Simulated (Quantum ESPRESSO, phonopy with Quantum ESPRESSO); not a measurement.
# BAs (F-43m): a volume series of phonon spectra, part 6 of 8

Aim: how the vibrations of BAs shift with volume, and the expansion that follows.

Measurements to reproduce:
- volume expansion coefficient 11.55 1e-6/K near room temperature (given in “Basic Physical Properties of Cubic Boron Arsenide (three times its linear coefficient)”, 2019, arxiv:1911.11281)
- volume expansion coefficient 10.8 1e-6/K near room temperature (given in “Thermal expansion coefficients of high thermal conducting BAs and BP materials (three times its linear coefficient)”, 2019, arxiv:1906.04101)

Quantum ESPRESSO 7.5; DFT PBE, scalar-relativistic, plane waves, GBRV ultrasoft pseudopotentials.

So far. Step 5 (Born charges and dielectric tensor): The Born charges sum to zero within 0.0038 e; the rest is removed before use. Acoustic frequencies in this log differ from zero by the error of the sum rule, which ph.x does not impose. Step 6 (A displaced supercell): At this level the gap is 1.25 eV on the k-mesh of the self-consistent run, which can miss the band edges.

### Step 8. Phonons, V/V0 1

This step: DFT PBE, scalar-relativistic, plane waves, GBRV ultrasoft pseudopotentials (phonopy with Quantum ESPRESSO 4.10.0 / 7.5).

The job ended after 15 min (8 threads of Arm Neoverse V1, shared host; 2 h of CPU time).

Numbers from this step:

```yaml
point_group: -43m
highest_frequency: 709.5 cm⁻¹
debye_temperature_from_the_second_moment: 901 K
lowest_frequency_on_the_path: 0 cm⁻¹
zero_point_energy: 0.1590 eV/cell
gamma_frequencies: 0, 0, 0, 680.3, 680.3, 680.3 cm⁻¹ (negative: imaginary)
```

Phonopy, LO-TO term from ph.x's tensors. The phonon branches at the labelled points (cm⁻¹):

| point | branch 1 | branch 2 | branch 3 | branch 4 | branch 5 | branch 6 |
| --- | --- | --- | --- | --- | --- | --- |
| Γ | 0 | 0 | 0 | 680 | 680 | 683 |
| X | 188 | 188 | 310 | 598 | 598 | 710 |
| U | 185 | 239 | 282 | 603 | 613 | 694 |
| jump to K | 185 | 239 | 282 | 603 | 613 | 694 |
| Γ | 0 | 0 | 0 | 680 | 680 | 683 |
| L | 138 | 138 | 301 | 648 | 648 | 682 |
| W | 210 | 246 | 266 | 597 | 619 | 687 |
| X | 188 | 188 | 310 | 598 | 598 | 710 |

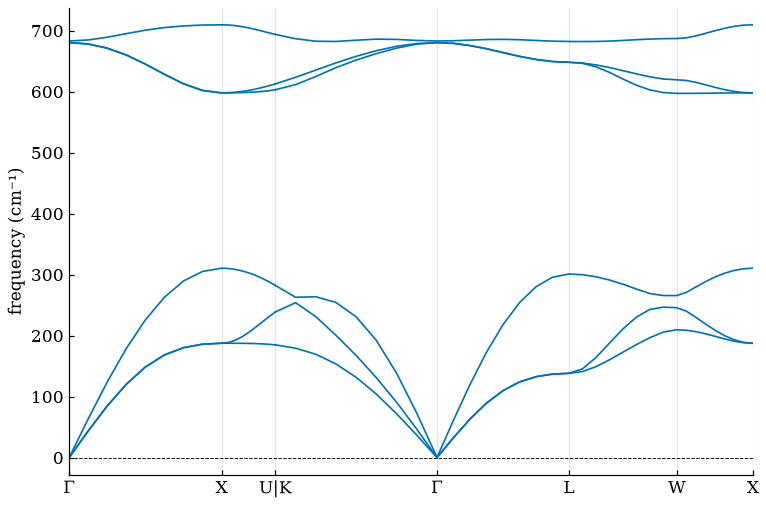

Phonon branches along the path.

Harmonic. Thermo, by row:

| T (K) | F_vib (meV/atom) | S (J/mol-atom/K) | C_V (J/mol-atom/K) |
| --- | --- | --- | --- |
| 0 | 79.52 | 0 | 0 |
| 50 | 79.45 | 0.578 | 1.846 |
| 100 | 78.49 | 3.382 | 6.602 |
| 150 | 75.87 | 6.741 | 10.06 |
| 200 | 71.51 | 10.04 | 12.97 |
| 250 | 65.48 | 13.21 | 15.4 |
| 300 | 57.85 | 16.2 | 17.33 |
| 350 | 48.73 | 18.98 | 18.81 |
| 400 | 38.21 | 21.57 | 19.93 |
| 450 | 26.41 | 23.97 | 20.8 |
| 500 | 13.4 | 26.2 | 21.47 |
| 550 | -0.72 | 28.27 | 22 |
| 600 | -15.88 | 30.2 | 22.42 |
| 650 | -32 | 32.01 | 22.76 |
| 700 | -49.04 | 33.71 | 23.04 |
| 750 | -66.92 | 35.31 | 23.27 |
| 800 | -85.61 | 36.81 | 23.46 |
| 850 | -105.1 | 38.24 | 23.62 |
| 900 | -125.2 | 39.59 | 23.75 |
| 950 | -146.1 | 40.88 | 23.87 |
| 1000 | -167.6 | 42.11 | 23.97 |

The modes has structure finer than the step of the table below, so its rows give means over 50 cm⁻¹, whole bins alone (the curve runs from -10 to 741 cm⁻¹). Peaks (cm⁻¹: height): As 183.6: 0.0248, 278.0: 0.0236; B 636.9: 0.0321, 688.8: 0.0468.

Phonopy on the run's constants, 21x21x21 mesh, Gaussian sigma 5.4 cm⁻¹. Table of modes by wavenumber; means over each step; values in 1/cm⁻¹/cell:

| wavenumber (cm⁻¹) | As | B |
| --- | --- | --- |
| 50 | 5.7e-4 | 7.9e-5 |
| 100 | 0.00309 | 3.8e-4 |
| 150 | 0.0145 | 0.00146 |
| 200 | 0.0172 | 0.00125 |
| 250 | 0.0118 | 4.4e-4 |
| 300 | 0.00907 | 1.1e-4 |
| 350 | 8.0e-8 | 0 |
| 400 | 0 | 0 |
| 450 | 0 | 0 |
| 500 | 0 | 0 |
| 550 | 0 | 0 |
| 600 | 8.2e-4 | 0.0142 |
| 650 | 0.00204 | 0.0228 |
| 700 | 8.8e-4 | 0.0192 |

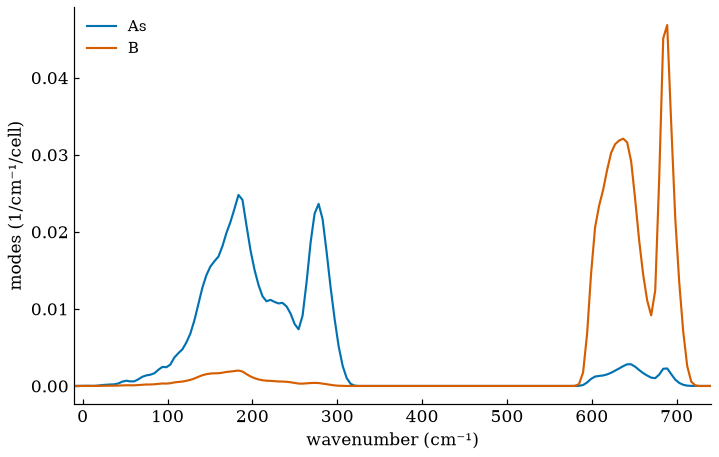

Modes, plotted against wavenumber.

No LO-TO term. Modes at Γ, with each element's share of the kinetic energy:

| mode | frequency (cm⁻¹) | symmetry | B % | As % |
| --- | --- | --- | --- | --- |
| 1 | 0.0 | T2 | 13 | 87 |
| 2 | 0.0 | T2 | 13 | 87 |
| 3 | 0.0 | T2 | 13 | 87 |
| 4 | 680.3 | T2 | 87 | 13 |
| 5 | 680.3 | T2 | 87 | 13 |
| 6 | 680.3 | T2 | 87 | 13 |

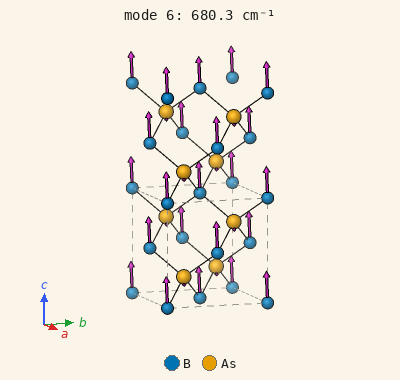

Displacement patterns of mode 6 at Γ; arrows are exaggerated. Bonds to atoms that aren't drawn are left out. 1×1×2 conventional cells are drawn. Some periodic images of atoms are drawn too.

No mode is imaginary beyond numerical noise along the path.

The time given is that of the 2 pw.x runs on displaced cells behind this step.

The supercell is 8.3 Å across at its narrowest and was not tested against a larger one: only its own wavevectors are exact, and acoustic branches between them, with the entropy at low temperature, can be off.

### Step 9. Self-consistent run, V/V0 1.015

A tight ground state at this cell gives the energy of this member; its pressure is the stress at this cutoff, which can carry an offset from the finite basis.

This step: DFT PBE, scalar-relativistic, plane waves, GBRV ultrasoft pseudopotentials (Quantum ESPRESSO 7.5).

System of this step: BAs. Symmetry: F-43m, No. 216, cubic system. The conventional cell has a = 4.843 Å, b = 4.843 Å, c = 4.843 Å, α = 90.00°, β = 90.00°, γ = 90.00°. Nearest to B lie 4 As at 2.10 Å. Nearest to As lie 4 B at 2.10 Å. Farther neighbours are not listed.

scf.in reads:

```
&CONTROL
  calculation = 'scf'
  prefix      = 'x'
  outdir      = './tmp'
  pseudo_dir  = './pseudo'
  tprnfor     = .true.
  tstress     = .true.
/
&SYSTEM
  ibrav       = 0
  nat         = 2
  ntyp        = 2
  ecutwfc     = 40.0
  ecutrho     = 240.0
  occupations = 'fixed'
  nbnd        = 6
/
&ELECTRONS
  conv_thr         = 1.0d-12
  mixing_beta      = 0.7
  electron_maxstep = 100
/
ATOMIC_SPECIES
 B      10.8100  B.upf
 As     74.9216  As.upf
CELL_PARAMETERS angstrom
     0.000000000    2.421699275    2.421699275
     2.421699275    0.000000000    2.421699275
     2.421699275    2.421699275    0.000000000
ATOMIC_POSITIONS crystal
 B      0.000000000   0.000000000   0.000000000
 As     0.250000000   0.250000000   0.250000000
K_POINTS automatic
 12 12 12 0 0 0
```

Command:

```sh
> OMP_NUM_THREADS=1 mpirun -n 8 pw.x -nk 8 -in scf.in > scf.out
```

The log of the run:

```text
[banner, memory and clock lines left out]
Program PWSCF v.7.5

     Message from routine setup:
     using ibrav=0 with symmetry is DISCOURAGED, use correct ibrav instead

     G-vector sticks info

     bravais-lattice index     =            0
     lattice parameter (alat)  =       6.4719  a.u.
     unit-cell volume          =     191.6846 (a.u.)^3
     number of atoms/cell      =            2
     number of atomic types    =            2
     number of electrons       =         8.00
[...]
atom    2 type  2   force =     0.00000000    0.00000000    0.00000000

     Total force =     0.000000     Total SCF correction =     0.000000

     Computing stress (Cartesian axis) and pressure

          total   stress  (Ry/bohr**3)                   (kbar)     P=      -18.93
[...]
-0.00000000  -0.00012871   0.00000000           -0.00      -18.93        0.00
  -0.00000000   0.00000000  -0.00012871           -0.00        0.00      -18.93

     XML data file, charge density, pseudopotentials, collected wavefunctions
[key lines of the parts left out:]
!    total energy              =     -46.66700909 Ry
convergence has been achieved in  12 iterations
```

Run time: 2.8 s. Hardware: 8 MPI ranks; 22 s of CPU time.

At this level the gap is 1.23 eV on the k-mesh of the self-consistent run, which can miss the band edges.

### Step 10. Born charges and dielectric tensor

In a polar crystal the Born charges and ε∞ give the long-range dipole term that a finite supercell misses. They are those of this k-mesh and were not tested on a denser one; where the gap is small they converge slowly, and the LO modes with them.

ph.in reads:

```
phonons
&INPUTPH
  prefix = 'x'
  outdir = './tmp'
  fildyn = 'x.dyn'
  tr2_ph = 1.0d-18
  epsil  = .true.
/
0.000000000 0.000000000 0.000000000
```

scf.in is that of step 9.

Command:

```sh
> OMP_NUM_THREADS=1 mpirun -n 8 ph.x -nk 8 -in ph.in > ph.out
```

The log of the run:

```text
[banner, memory and clock lines left out]
Program PHONON v.7.5

     ./tmp/x.save/

     IMPORTANT: XC functional enforced from input :
     Exchange-correlation= PBE
                           (   1   4   3   4   0   0   0)
     Any further DFT definition will be discarded
     Please, verify this is what you really want

     G-vector sticks info

     Reading collected, re-writing distributed wavefunctions in ./tmp/

     Number and degeneracy of irreps per q-point
       N         xq(1)         xq(2)         xq(3)   N irreps
[...]
freq (    1) =       0.419325 [THz] =      13.987179 [cm-1]
     freq (    2) =       0.419325 [THz] =      13.987179 [cm-1]
     freq (    3) =       0.419325 [THz] =      13.987179 [cm-1]
     freq (    4) =      20.105063 [THz] =     670.632700 [cm-1]
     freq (    5) =      20.105063 [THz] =     670.632700 [cm-1]
     freq (    6) =      20.105063 [THz] =     670.632700 [cm-1]
 **************************************************************************

     Mode symmetry, T_d (-43m)  point group:

     freq (   1-   3) =         14.0  [cm-1]   --> T_2  G_15 P_4   I+R
     freq (   4-   6) =        670.6  [cm-1]   --> T_2  G_15 P_4   I+R
```

Elapsed: 28 s, on 8 MPI ranks.

ε∞:

```
9.97 0.00 0.00
0.00 9.97 0.00
0.00 0.00 9.97
```

The Born charges sum to zero within 0.0039 e; the rest is removed before use. Acoustic frequencies in this log differ from zero by the error of the sum rule, which ph.x does not impose.

### Step 11. A displaced supercell

One atom (for the harmonic constants) or a pair of atoms (for the cubic ones) is moved by a few hundredths of an ångström; the forces on all atoms give a column of force constants. The threshold is tight because the forces are small.

System of this step: BAs. The cell holds 54 atoms: 27 B and 27 As. Its edges and angles: a = 10.274 Å, b = 10.274 Å, c = 10.274 Å, α = 60.0°, β = 60.0°, γ = 60.0°. It derives from BAs, repeated 3×3×3.

disp-00001.in reads:

```
&CONTROL
  calculation = 'scf'
  prefix      = 'x'
  outdir      = './tmp'
  pseudo_dir  = './pseudo'
  tprnfor     = .true.
  disk_io     = 'none'
/
&SYSTEM
  ibrav       = 0
  nat         = 54
  ntyp        = 2
  ecutwfc     = 40.0
  ecutrho     = 240.0
  occupations = 'fixed'
  nbnd        = 110
/
&ELECTRONS
  conv_thr         = 1.0d-11
  mixing_beta      = 0.7
  electron_maxstep = 100
/
ATOMIC_SPECIES
 B      10.8100  B.upf
 As     74.9216  As.upf
CELL_PARAMETERS angstrom
     0.000000000    7.265097824    7.265097824
     7.265097824    0.000000000    7.265097824
     7.265097824    7.265097824    0.000000000
ATOMIC_POSITIONS crystal
 B      0.001946586   0.000000000   0.000000000
 B      0.333333333   0.000000000   0.000000000
 B      0.666666667   0.000000000   0.000000000
 B      0.000000000   0.333333333   0.000000000
 B      0.333333333   0.333333333   0.000000000
 B      0.666666667   0.333333333   0.000000000
 B      0.000000000   0.666666667   0.000000000
 B      0.333333333   0.666666667   0.000000000
 B      0.666666667   0.666666667   0.000000000
 B      0.000000000   0.000000000   0.333333333
 B      0.333333333   0.000000000   0.333333333
 B      0.666666667   0.000000000   0.333333333
 B      0.000000000   0.333333333   0.333333333
 B      0.333333333   0.333333333   0.333333333
 B      0.666666667   0.333333333   0.333333333
 B      0.000000000   0.666666667   0.333333333
 B      0.333333333   0.666666667   0.333333333
 B      0.666666667   0.666666667   0.333333333
 B      0.000000000   0.000000000   0.666666667
 B      0.333333333   0.000000000   0.666666667
 B      0.666666667   0.000000000   0.666666667
 B      0.000000000   0.333333333   0.666666667
 B      0.333333333   0.333333333   0.666666667
 B      0.666666667   0.333333333   0.666666667
 B      0.000000000   0.666666667   0.666666667
 B      0.333333333   0.666666667   0.666666667
 B      0.666666667   0.666666667   0.666666667
 As     0.083333333   0.083333333   0.083333333
 As     0.416666667   0.083333333   0.083333333
 As     0.750000000   0.083333333   0.083333333
 As     0.083333333   0.416666667   0.083333333
 As     0.416666667   0.416666667   0.083333333
 As     0.750000000   0.416666667   0.083333333
 As     0.083333333   0.750000000   0.083333333
 As     0.416666667   0.750000000   0.083333333
 As     0.750000000   0.750000000   0.083333333
 As     0.083333333   0.083333333   0.416666667
 As     0.416666667   0.083333333   0.416666667
 As     0.750000000   0.083333333   0.416666667
 As     0.083333333   0.416666667   0.416666667
 As     0.416666667   0.416666667   0.416666667
 As     0.750000000   0.416666667   0.416666667
 As     0.083333333   0.750000000   0.416666667
 As     0.416666667   0.750000000   0.416666667
 As     0.750000000   0.750000000   0.416666667
 As     0.083333333   0.083333333   0.750000000
 As     0.416666667   0.083333333   0.750000000
 As     0.750000000   0.083333333   0.750000000
 As     0.083333333   0.416666667   0.750000000
 As     0.416666667   0.416666667   0.750000000
 As     0.750000000   0.416666667   0.750000000
 As     0.083333333   0.750000000   0.750000000
 As     0.416666667   0.750000000   0.750000000
 As     0.750000000   0.750000000   0.750000000
K_POINTS automatic
 3 3 3 0 0 0
```

Command:

```sh
> OMP_NUM_THREADS=1 mpirun -n 4 pw.x -nk 4 -in disp-00001.in > disp-00001.out
```

The log of the run:

```text
[banner, memory and clock lines left out]
Program PWSCF v.7.5

     Message from routine setup:
     using ibrav=0 with symmetry is DISCOURAGED, use correct ibrav instead

     G-vector sticks info

     bravais-lattice index     =            0
     lattice parameter (alat)  =      19.4158  a.u.
     unit-cell volume          =    5175.4843 (a.u.)^3
     number of atoms/cell      =           54
     number of atomic types    =            2
     number of electrons       =       216.00
[...]
atom    1 type  1   force =    -0.00031078   -0.00846432   -0.00846432
     atom    2 type  1   force =     0.00019639    0.00026234    0.00026234
     atom    3 type  1   force =    -0.00019182    0.00024900    0.00024900
[...]
atom   53 type  2   force =     0.00007219   -0.00000568   -0.00000568
     atom   54 type  2   force =     0.00000009   -0.00002318   -0.00002318

     Total force =     0.014088     Total SCF correction =     0.000002
     Message from routine punch:
     Nothing written, as per user request (disk_io='none')
[key lines of the parts left out:]
!    total energy              =   -1260.00715452 Ry
convergence has been achieved in  18 iterations
```

Run time: 16 min. Hardware: 4 MPI ranks.

### Step 12. Phonons, V/V0 1.015

This step: DFT PBE, scalar-relativistic, plane waves, GBRV ultrasoft pseudopotentials (phonopy with Quantum ESPRESSO 4.10.0 / 7.5).

Wall time 16 min (8 threads); 2.2 h of CPU time.

No mode is imaginary beyond numerical noise along the path. The highest zone-centre mode (no LO–TO term) moved by -1.5 % for a volume change of +1.5 %.

The time given is that of the 2 pw.x runs on displaced cells behind this step.

### Step 13. Self-consistent run, V/V0 0.985

A tight ground state at this cell gives the energy of this member; its pressure is the stress at this cutoff, which can carry an offset from the finite basis.

This step: DFT PBE, scalar-relativistic, plane waves, GBRV ultrasoft pseudopotentials (Quantum ESPRESSO 7.5).

System of this step: BAs. It takes space group F-43m (No. 216, cubic). Conventional cell: a = 4.795 Å, b = 4.795 Å, c = 4.795 Å, α = 90.00°, β = 90.00°, γ = 90.00°. B has 4 As at 2.08 Å nearest. As has 4 B at 2.08 Å nearest. Farther neighbours are not listed.

scf.in: that of step 10 with these lines changed.

```diff
@@ -26,5 +26,5 @@
 CELL_PARAMETERS angstrom
-     0.000000000    2.421699275    2.421699275
-     2.421699275    0.000000000    2.421699275
-     2.421699275    2.421699275    0.000000000
+     0.000000000    2.397601166    2.397601166
+     2.397601166    0.000000000    2.397601166
+     2.397601166    2.397601166    0.000000000
 ATOMIC_POSITIONS crystal
```

Command:

```sh
> OMP_NUM_THREADS=1 mpirun -n 8 pw.x -nk 8 -in scf.in > scf.out
```

The log of the run:

```text
[banner, memory and clock lines left out]
Program PWSCF v.7.5

     Message from routine setup:
     using ibrav=0 with symmetry is DISCOURAGED, use correct ibrav instead

     G-vector sticks info

     bravais-lattice index     =            0
     lattice parameter (alat)  =       6.4075  a.u.
     unit-cell volume          =     186.0190 (a.u.)^3
     number of atoms/cell      =            2
     number of atomic types    =            2
     number of electrons       =         8.00
[...]
atom    2 type  2   force =     0.00000000   -0.00000000   -0.00000000

     Total force =     0.000000     Total SCF correction =     0.000000

     Computing stress (Cartesian axis) and pressure

          total   stress  (Ry/bohr**3)                   (kbar)     P=       20.67
[...]
0.00000000   0.00014053   0.00000000            0.00       20.67        0.00
   0.00000000   0.00000000   0.00014053            0.00        0.00       20.67

     XML data file, charge density, pseudopotentials, collected wavefunctions
[key lines of the parts left out:]
!    total energy              =     -46.66697685 Ry
convergence has been achieved in  12 iterations
```

It took 2.2 s on 8 MPI ranks; 17 s of CPU time.

The run ends at a pressure of 2.07 GPa.

### Step 14. Born charges and dielectric tensor

In a polar crystal the Born charges and ε∞ give the long-range dipole term that a finite supercell misses. They are those of this k-mesh and were not tested on a denser one; where the gap is small they converge slowly, and the LO modes with them.

ph.in is that of step 10.

scf.in is that of step 13.

Command:

```sh
> OMP_NUM_THREADS=1 mpirun -n 8 ph.x -nk 8 -in ph.in > ph.out
```

The log of the run:

```text
[banner, memory and clock lines left out]
Program PHONON v.7.5

     ./tmp/x.save/

     IMPORTANT: XC functional enforced from input :
     Exchange-correlation= PBE
                           (   1   4   3   4   0   0   0)
     Any further DFT definition will be discarded
     Please, verify this is what you really want

     G-vector sticks info

     Reading collected, re-writing distributed wavefunctions in ./tmp/

     Number and degeneracy of irreps per q-point
       N         xq(1)         xq(2)         xq(3)   N irreps
[...]
freq (    1) =       0.356076 [THz] =      11.877403 [cm-1]
     freq (    2) =       0.356076 [THz] =      11.877403 [cm-1]
     freq (    3) =       0.356076 [THz] =      11.877403 [cm-1]
     freq (    4) =      20.714292 [THz] =     690.954418 [cm-1]
     freq (    5) =      20.714292 [THz] =     690.954418 [cm-1]
     freq (    6) =      20.714292 [THz] =     690.954418 [cm-1]
 **************************************************************************

     Mode symmetry, T_d (-43m)  point group:

     freq (   1-   3) =         11.9  [cm-1]   --> T_2  G_15 P_4   I+R
     freq (   4-   6) =        691.0  [cm-1]   --> T_2  G_15 P_4   I+R
```

Run time: 19 s. Hardware: 8 MPI ranks.

ε∞:

```
9.83 0.00 0.00
0.00 9.83 0.00
0.00 0.00 9.83
```

The Born charges sum to zero within 0.0037 e; the rest is removed before use. Acoustic frequencies in this log differ from zero by the error of the sum rule, which ph.x does not impose.

### Step 15. A displaced supercell

One atom (for the harmonic constants) or a pair of atoms (for the cubic ones) is moved by a few hundredths of an ångström; the forces on all atoms give a column of force constants. The threshold is tight because the forces are small.

System of this step: BAs. The cell holds 54 atoms: 27 B and 27 As. Cell: a = 10.172 Å, b = 10.172 Å, c = 10.172 Å, α = 60.0°, β = 60.0°, γ = 60.0°. It derives from BAs, repeated 3×3×3.

disp-00001.in: that of step 11 with these lines changed.

```diff
@@ -26,7 +26,7 @@
 CELL_PARAMETERS angstrom
-     0.000000000    7.265097824    7.265097824
-     7.265097824    0.000000000    7.265097824
-     7.265097824    7.265097824    0.000000000
+     0.000000000    7.192803497    7.192803497
+     7.192803497    0.000000000    7.192803497
+     7.192803497    7.192803497    0.000000000
 ATOMIC_POSITIONS crystal
- B      0.001946586   0.000000000   0.000000000
+ B      0.001966151   0.000000000   0.000000000
  B      0.333333333   0.000000000   0.000000000
```

Command:

```sh
> OMP_NUM_THREADS=1 mpirun -n 4 pw.x -nk 4 -in disp-00001.in > disp-00001.out
```

The log of the run:

```text
[banner, memory and clock lines left out]
Program PWSCF v.7.5

     Message from routine setup:
     using ibrav=0 with symmetry is DISCOURAGED, use correct ibrav instead

     G-vector sticks info

     bravais-lattice index     =            0
     lattice parameter (alat)  =      19.2226  a.u.
     unit-cell volume          =    5022.5143 (a.u.)^3
     number of atoms/cell      =           54
     number of atomic types    =            2
     number of electrons       =       216.00
[...]
atom    1 type  1   force =    -0.00033771   -0.00910080   -0.00910080
     atom    2 type  1   force =     0.00021335    0.00028896    0.00028896
     atom    3 type  1   force =    -0.00020923    0.00027469    0.00027469
[...]
atom   53 type  2   force =     0.00007687   -0.00000877   -0.00000877
     atom   54 type  2   force =     0.00000001   -0.00002375   -0.00002375

     Total force =     0.015204     Total SCF correction =     0.000001
     Message from routine punch:
     Nothing written, as per user request (disk_io='none')
[key lines of the parts left out:]
!    total energy              =   -1260.00626543 Ry
convergence has been achieved in  18 iterations
```

It took 15 min on 4 MPI ranks.

(Part 6 of 8 ends here.)

[Logs are printed without paths, hosts, clocks, repeated set-up lines and the standing remarks that a program may print on its own settings, such as how far it seeks lower states.]

[Hosts, paths, dates, database ids (printed as entryN), source tags and the programs' standing remarks are cut or masked in the printed files.]

[A step with changed settings may run another functional than the one named; its input shows which.]

[Of the runs on displaced cells, only some may be shown.]
